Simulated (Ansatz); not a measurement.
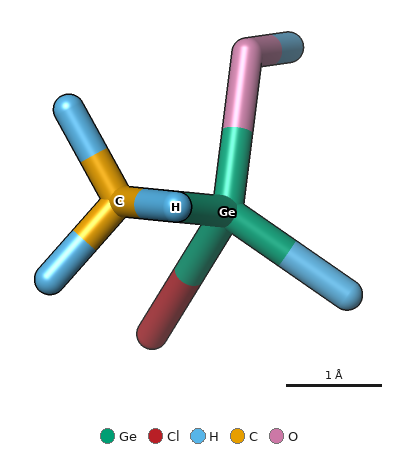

**Figure 1.** The structure as given in the input (stick view, seen at a tilt). Sticks mark near contacts. Bond lengths as drawn: Cl–Ge 2.20 Å, C–Ge 1.94 Å, C–H 1.10 Å, Ge–H 1.53 Å, Ge–O 1.78 Å and H–O 0.97 Å.

## Geometry relaxation of CH5ClGeO (part 1 of 2)

The run: geometry relaxation of CH5ClGeO. Method and program: RKS B3LYP/def2-SVP (Ansatz 0.2.0).

It belongs to a series of runs on one base structure; here: end point A relaxed.

Input file
```yaml
crystal:
  periodic: [false, false, false]
  atoms:
    - { symbol: Ge, position_ang: [0.095858, 0.053064, 0.006028] }
    - { symbol: Cl, position_ang: [0.651411, 0.102264, 2.134674] }
    - { symbol: H, position_ang: [1.581671, -0.195556, -0.283871] }
    - { symbol: C, position_ang: [-0.837145, 1.640629, -0.609986] }
    - { symbol: H, position_ang: [-1.907078, 1.401576, -0.689822] }
    - { symbol: H, position_ang: [-0.692904, 2.457137, 0.111109] }
    - { symbol: H, position_ang: [-0.457567, 1.952307, -1.594004] }
    - { symbol: O, position_ang: [-0.98683, -1.314057, -0.335661] }
    - { symbol: H, position_ang: [-0.694916, -2.146465, 0.060233] }
basis:
  gaussian: { orbitals: def2-SVP }
hamiltonian:
  xc: b3lyp
relax:
  f_tol: 0.03
  max_steps: 50
output:
  orbitals: {}
```

Launch command:
```bash
ansatz run input.yaml --threads 2 --pin off --max-ram 3072MiB --backend cpu --events-out ev --progress --plain --runs-dir out
```

Output
```
The last accepted step is kept in [file] (removed where the run ends without a failure and the disk answers)
Engine: ansatz 0.2.0, aarch64-unknown-linux-gnu
Functional definition: B3LYP
  parameter a0 = 0.2
  parameter ax = 0.72
  parameter ac = 0.81
  exchange = (1 - a0 - ax)*slater_x + ax*b88_x + a0*exact_x
  correlation = (1 - ac)*vwn_rpa_c + ac*lyp_c
1081 factors; integrals over basis functions are off by at most 3.7e-4 eV
mean field evaluation 1: about -72187.7097 eV, gradient 6.7e1 eV
mean field evaluation 2: about -72169.7171 eV, gradient 1.1e2 eV
mean field evaluation 4: about -72196.4098 eV, gradient 5.6e0 eV
mean field evaluation 8: about -72196.4875 eV, gradient 5.1e-2 eV
mean field -72196.48748607 eV, -2653.1719785761 hartree, gradient 4.8e-5 eV, S^2 0.000000; 0 other end points of the search recorded, 0 dependent functions left out
the calculation of the forces begins
reference -72196.48772430 eV, -2653.1719873310 hartree; 34, 34 occupied and 69, 69 virtual orbitals, 1081 factors
relax step   1: F+E_penalty+E_count = -72196.48748607 eV  Δ(F+E_penalty+E_count) = +0.000e0 eV  max|allowed force component| = 9.794e-1 eV/Å  Δτ_max = 0.0000 Å  (25 SCF iters, accepted)
these checks for a lower state are left out or cut short: starts, cluster_reference, orbital_swaps, neighbouring_geometries, increment
1081 factors; integrals over basis functions are off by at most 3.6e-4 eV
mean field evaluation 16: about -72196.6067 eV, gradient 7.2e0 eV
mean field -72196.69277171 eV, -2653.1795226843 hartree, gradient 1.8e-5 eV, S^2 0.000000; 0 other end points of the search recorded, 0 dependent functions left out
[... from here on the field's lines of each further geometry are left out, up to the last ...]
relax step   2: F+E_penalty+E_count = -72196.69277171 eV  Δ(F+E_penalty+E_count) = -2.053e-1 eV  max|allowed force component| = 3.082e-1 eV/Å  Δτ_max = 0.1992 Å  (29 SCF iters, accepted)
relax step   3: F+E_penalty+E_count = -72196.68608742 eV  Δ(F+E_penalty+E_count) = +6.684e-3 eV  max|allowed force component| = 4.468e-1 eV/Å  Δτ_max = 0.1441 Å  (29 SCF iters, rejected (line search))
relax step   4: F+E_penalty+E_count = -72196.71833078 eV  Δ(F+E_penalty+E_count) = -2.556e-2 eV  max|allowed force component| = 7.704e-2 eV/Å  Δτ_max = 0.0702 Å  (26 SCF iters, accepted)
relax step   5: F+E_penalty+E_count = -72196.72022663 eV  Δ(F+E_penalty+E_count) = -1.896e-3 eV  max|allowed force component| = 2.792e-2 eV/Å  Δτ_max = 0.0269 Å  (25 SCF iters, accepted)
relax step   6: F+E_penalty+E_count = -72196.72126136 eV  Δ(F+E_penalty+E_count) = -1.035e-3 eV  max|allowed force component| = 2.612e-2 eV/Å  Δτ_max = 0.0322 Å  (25 SCF iters, accepted)
relax step   7: F+E_penalty+E_count = -72196.72256270 eV  Δ(F+E_penalty+E_count) = -1.301e-3 eV  max|allowed force component| = 1.289e-1 eV/Å  Δτ_max = 0.0814 Å  (25 SCF iters, accepted)
relax step   8: F+E_penalty+E_count = -72196.72378284 eV  Δ(F+E_penalty+E_count) = -1.220e-3 eV  max|allowed force component| = 1.103e-1 eV/Å  Δτ_max = 0.0248 Å  (25 SCF iters, accepted)
relax step   9: F+E_penalty+E_count = -72196.72610678 eV  Δ(F+E_penalty+E_count) = -2.324e-3 eV  max|allowed force component| = 1.972e-1 eV/Å  Δτ_max = 0.1108 Å  (25 SCF iters, accepted)
relax step  10: F+E_penalty+E_count = -72196.72786107 eV  Δ(F+E_penalty+E_count) = -1.754e-3 eV  max|allowed force component| = 1.328e-1 eV/Å  Δτ_max = 0.0326 Å  (26 SCF iters, accepted)
relax step  11: F+E_penalty+E_count = -72196.72908687 eV  Δ(F+E_penalty+E_count) = -1.226e-3 eV  max|allowed force component| = 1.083e-1 eV/Å  Δτ_max = 0.0946 Å  (25 SCF iters, accepted)
relax step  12: F+E_penalty+E_count = -72196.73093260 eV  Δ(F+E_penalty+E_count) = -1.846e-3 eV  max|allowed force component| = 1.101e-1 eV/Å  Δτ_max = 0.0459 Å  (25 SCF iters, accepted)
relax step  13: F+E_penalty+E_count = -72196.73156328 eV  Δ(F+E_penalty+E_count) = -6.307e-4 eV  max|allowed force component| = 3.721e-2 eV/Å  Δτ_max = 0.0218 Å  (26 SCF iters, accepted)
relax step  14: F+E_penalty+E_count = -72196.73193191 eV  Δ(F+E_penalty+E_count) = -3.686e-4 eV  max|allowed force component| = 1.561e-2 eV/Å  Δτ_max = 0.0239 Å  (25 SCF iters, accepted)
relax step  15: F+E_penalty+E_count = -72196.73208853 eV  Δ(F+E_penalty+E_count) = -1.566e-4 eV  max|allowed force component| = 4.292e-2 eV/Å  Δτ_max = 0.0386 Å  (25 SCF iters, accepted)
the calculation of the forces begins
reference -72196.73241772 eV, -2653.1809796482 hartree; 34, 34 occupied and 69, 69 virtual orbitals, 1081 factors
relax step  16: F+E_penalty+E_count = -72196.73217798 eV  Δ(F+E_penalty+E_count) = -8.945e-5 eV  max|allowed force component| = 1.567e-2 eV/Å  Δτ_max = 0.0056 Å  (23 SCF iters, accepted)
1081 factors; integrals over basis functions are off by at most 4.0e-4 eV
mean field evaluation 96: about -72196.7205 eV, gradient 6.9e-2 eV
```

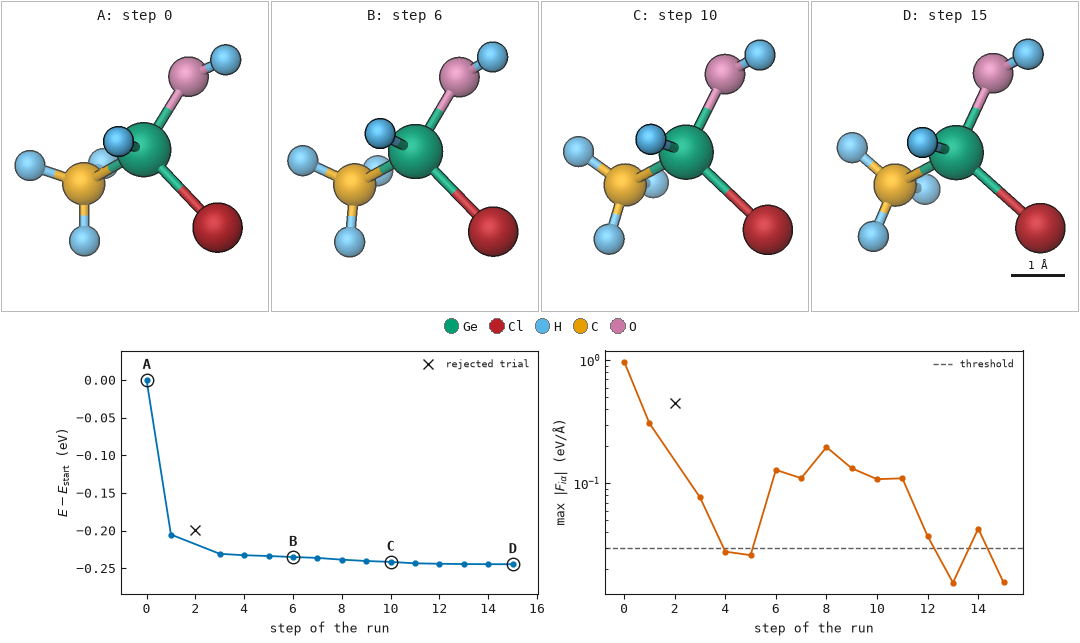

**Figure 2.** Frames of the relaxation (ball-and-stick view, seen at a tilt) above the curves, on which the letters mark them (the first geometry is step 0 here and step 1 in the log).

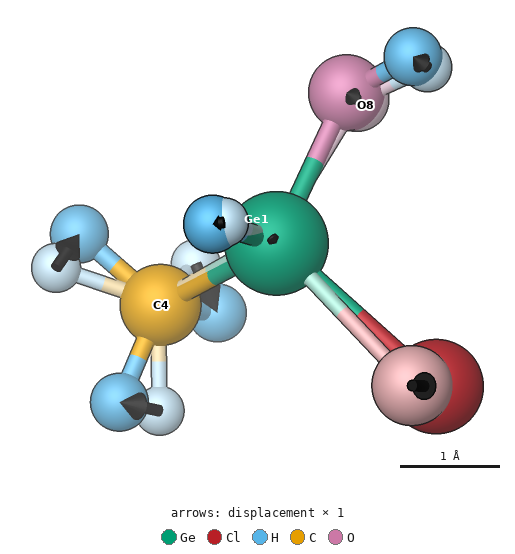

**Figure 3.** Start (faint) and end (solid) with the displacements as black arrows, at true length (ball-and-stick view, seen at a tilt). The two geometries are laid on each other by the best rigid fit. H5 moves most after the best rigid fit: 0.54 Å. Largest moves by element: H 0.54 Å, Cl 0.50 Å, O 0.17 Å, Ge 0.08 Å, C 0.05 Å. Distances before and after: Ge1–H3 1.534 → 1.543 Å, Ge1–Cl2 2.200 → 2.192 Å. Among the angles that change: Cl2–Ge1–H3 86.7° → 105.6°, H3–Ge1–C4 122.5° → 116.3°, Cl2–Ge1–C4 114.2° → 109.5°. Over 15 geometry steps the energy falls by 0.245 eV. The largest force component goes from 0.98 to 0.016 eV/Å. The line search rejected the trial step at point 2 (counted from 0) and went back. (Atoms are counted from 1 in the order of the input.)

```
mean field -72196.73217798 eV, -2653.1809708380 hartree, gradient 1.3e-5 eV, S^2 0.000000; 1 other end points of the search recorded, 0 dependent functions left out
the calculation of the forces begins
reference -72196.73241772 eV, -2653.1809796482 hartree; 34, 34 occupied and 69, 69 virtual orbitals, 1081 factors
Total energy: -72196.73241772 eV, -2653.1809796482 hartree
Atom 0 at     0.123283     0.056956     0.082985 Å, force     0.009448     0.001296     0.004516 eV/Å
Atom 1 at     0.165516     0.088982     2.274644 Å, force    -0.003068    -0.003042    -0.007183 eV/Å
Atom 2 at     1.593273    -0.104601    -0.358501 Å, force    -0.005084     0.000281     0.000146 eV/Å
Atom 3 at    -0.801278     1.634009    -0.569815 Å, force    -0.001764     0.004429    -0.007370 eV/Å
Atom 4 at    -1.836989     1.622042    -0.200561 Å, force     0.008701     0.005181    -0.005204 eV/Å
Atom 5 at    -0.298657     2.544874    -0.213151 Å, force    -0.007085    -0.010643    -0.004559 eV/Å
Atom 6 at    -0.809599     1.629140    -1.670691 Å, force    -0.002897     0.001591     0.015671 eV/Å
Atom 7 at    -0.851049    -1.337284    -0.444510 Å, force     0.006210    -0.007104     0.008426 eV/Å
Atom 8 at    -0.531999    -2.183220    -0.101700 Å, force    -0.004460     0.008012    -0.004443 eV/Å
Dipole moment:     0.129645     0.052718    -0.299928 e Å
```

Trajectory as extended XYZ (Å, eV, eV/Å), 16 frames, from step=1 to step=16
```
9
Properties=species:S:1:pos:R:3:forces:R:3 step=1 energy=-72196.48749
Ge    0.0959    0.0531    0.0060    0.6074  -0.0570   0.4746
Cl    0.6514    0.1023    2.1347   -0.5603   0.1240   0.5108
H     1.5817   -0.1956   -0.2839   -0.0517  -0.0577  -0.9794
C    -0.8371    1.6406   -0.6100   -0.0057  -0.0118   0.0214
H    -1.9071    1.4016   -0.6898   -0.0033   0.0097  -0.0031
H    -0.6929    2.4571    0.1111    0.0086   0.0021  -0.0079
H    -0.4576    1.9523   -1.5940    0.0025  -0.0066  -0.0068
O    -0.9868   -1.3141   -0.3357   -0.0176   0.0064   0.0022
H    -0.6949   -2.1465    0.0602    0.0201  -0.0092  -0.0117
9
Properties=species:S:1:pos:R:3:forces:R:3 step=2 energy=-72196.69277
Ge    0.1376    0.0533    0.0515    0.3082   0.0325   0.1534
Cl    0.5309    0.1308    2.2319   -0.2307   0.0292  -0.2665
H     1.5768   -0.2019   -0.4829   -0.2792   0.0297  -0.1026
C    -0.8193    1.6257   -0.5941    0.0677   0.0784   0.0841
H    -1.8897    1.3861   -0.6794    0.0403  -0.0631   0.0520
H    -0.6868    2.4558    0.1135   -0.0087   0.0313  -0.0077
H    -0.4449    1.9340   -1.5822    0.0458  -0.0463   0.0190
O    -0.9693   -1.2921   -0.3130    0.0725  -0.1126   0.1030
H    -0.6828   -2.1408    0.0535   -0.0158   0.0210  -0.0348
9
Properties=species:S:1:pos:R:3:forces:R:3 step=3 energy=-72196.68609 accepted=F
Ge    0.1437    0.0556    0.0301   -0.2817   0.0027   0.4468
Cl    0.3942    0.1584    2.1958    0.1768   0.0289   0.1978
H     1.5141   -0.1995   -0.5856    0.2890  -0.0895  -0.1042
C    -0.7898    1.6429   -0.5596   -0.0354  -0.0114  -0.2765
H    -1.8506    1.3615   -0.6270   -0.0450   0.1315  -0.0561
H    -0.6704    2.5070    0.1115    0.0664  -0.1719   0.0292
H    -0.4062    1.8993   -1.5596   -0.1539   0.1083  -0.0173
O    -0.9698   -1.3060   -0.2415    0.0944  -0.3189  -0.1424
H    -0.6127   -2.1683    0.0345   -0.1107   0.3203  -0.0772
9
Properties=species:S:1:pos:R:3:forces:R:3 step=4 energy=-72196.71833
Ge    0.1395    0.0542    0.0538    0.0466   0.0086   0.0528
Cl    0.4638    0.1500    2.2254   -0.0504   0.0118  -0.0712
H     1.5416   -0.2022   -0.5377   -0.0166   0.0001  -0.0184
C    -0.8048    1.6320   -0.5803    0.0049   0.0212  -0.0140
H    -1.8733    1.3808   -0.6511    0.0064   0.0157   0.0147
H    -0.6691    2.4736    0.1132    0.0086  -0.0128   0.0053
H    -0.4347    1.9194   -1.5765   -0.0075  -0.0121   0.0189
O    -0.9585   -1.3031   -0.2966    0.0169  -0.0770   0.0351
H    -0.6520   -2.1537    0.0485   -0.0089   0.0446  -0.0232
9
Properties=species:S:1:pos:R:3:forces:R:3 step=5 energy=-72196.72023
Ge    0.1362    0.0531    0.0532    0.0014  -0.0176   0.0048
Cl    0.4380    0.1573    2.2222   -0.0077   0.0119  -0.0005
H     1.5348   -0.2028   -0.5445    0.0106   0.0038   0.0016
C    -0.8031    1.6343   -0.5783   -0.0025   0.0014  -0.0215
H    -1.8753    1.3951   -0.6341    0.0057   0.0165   0.0112
H    -0.6490    2.4768    0.1101    0.0078  -0.0105   0.0033
H    -0.4415    1.9120   -1.5801   -0.0137  -0.0032   0.0098
O    -0.9536   -1.3127   -0.2921   -0.0027  -0.0279  -0.0005
H    -0.6341   -2.1621    0.0422    0.0010   0.0256  -0.0081
```
